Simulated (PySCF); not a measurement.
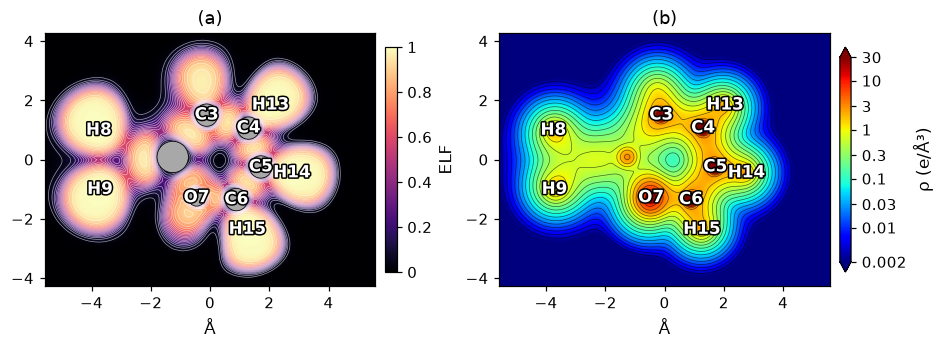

C4H8OPSi (doublet). (a) ELF; (b) electron density on the plane of atoms C6, C5 and H14. Grey discs cover the atomic cores in the ELF map.

Geometry: GFN2-xTB.

These are results of UKS B3LYP, pcH-1 on C H O P Si, non-relativistic, mean-field spin-orbit, GIAO in PySCF 2.14.0, density-fitted response routines, not measurements.

```xyz
15

P     2.7164   -0.7651   -0.8895
Si    0.9607   -0.2036    0.3708
C    -0.6163   -1.1682   -0.0910
C    -1.7933   -0.2691    0.0378
C    -1.7366    1.1024   -0.0421
C    -0.5895    1.8567   -0.1241
O     0.6548    1.3453   -0.0699
H     2.9761   -1.9202   -0.1760
H     3.6205   -0.0258   -0.1508
H     1.1415   -0.2147    1.8322
H    -0.5368   -1.5089   -1.1316
H    -0.7695   -2.0681    0.5063
H    -2.7589   -0.7382    0.1588
H    -2.6658    1.6542   -0.0322
H    -0.6075    2.9312   -0.2206
```

Q: What do the fields say about this system?

A: The plane passes through C, O and H nuclei.
C–O (1.35 Å): ρ is about 2.3 e/Å³ halfway, with its minimum of 2 e/Å³ about 0.5 Å from C; the ELF peaks at about 0.90 between the atoms (a polar covalent bond).
C–C (1.37 Å): the density is about 2.1 e/Å³ at the midpoint; the ELF peaks at about 0.95 between the atoms (a covalent bond).
C–H (1.08 Å): ρ at the midpoint is about 2.1 e/Å³; the ELF climbs to about 1 towards the hydrogen, as it does in any bond to H (a covalent bond by its length).
C–C (1.49 Å): ρ is about 1.7 e/Å³ halfway; the ELF peaks at about 0.95 between the atoms, as expected for a shared electron pair.
The ELF also peaks beside O7, away from the bonds: non-bonding electrons, paired or unpaired.
